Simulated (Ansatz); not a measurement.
Input file:

```
crystal:
  periodic: [false, false, false]
  atoms:
    - { symbol: O, position_ang: [-2.2359, -0.206, -0.2627] }
    - { symbol: Si, position_ang: [-0.8207, -0.6869, -0.8671] }
    - { symbol: Si, position_ang: [0.9638, 0.4303, 0.103] }
    - { symbol: O, position_ang: [0.993, 0.3775, 1.7742] }
    - { symbol: F, position_ang: [2.3978, -0.2409, -0.3156] }
    - { symbol: Br, position_ang: [1.0316, 2.5827, -0.4483] }
    - { symbol: H, position_ang: [-2.4557, -0.39, 0.6517] }
    - { symbol: H, position_ang: [-0.7768, -0.492, -2.3484] }
    - { symbol: H, position_ang: [-0.7326, -2.1217, -0.5304] }
    - { symbol: H, position_ang: [1.7185, 0.6957, 2.2465] }
basis:
  gaussian: { orbitals: def2-SVP }
hamiltonian:
  xc: pbe
  dispersion: d4
relax:
  f_tol: 0.015
  max_steps: 40
output:
  orbitals: {}
```

Launched as:

```sh
ansatz run input.yaml --threads 2 --pin off --max-ram 3072MiB --backend cpu --events-out ev --progress --plain --runs-dir out
```

The fields are those of the relaxed geometry.

Level of theory: RKS PBE-D4/def2-SVP (Ansatz).

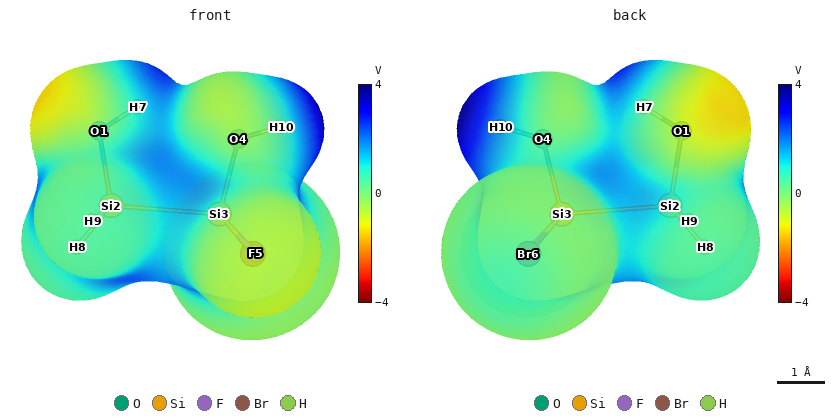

BrFH4O2Si2 (SMILES O[SiH2][Si](O)(F)Br). The electrostatic potential painted on the density surface at 0.004 e/bohr³, seen from the front and from behind; red is negative and blue positive.

Q: Which sites attract a positive test charge, and which a negative one?

A: A positive charge is drawn to the negative regions and a negative charge to the positive ones. The most negative region (about −1.4 V, or −32 kcal/mol for a unit charge) lies over O1, the most positive (about +3.7 V, or +85 kcal/mol for a unit charge) over H10. Br6 shows a σ-hole: about +0.7 V, or +16 kcal/mol for a unit charge at the tip opposite its bond, against about −0.1 V on its flanks. O1 is the likeliest acceptor of a hydrogen bond.
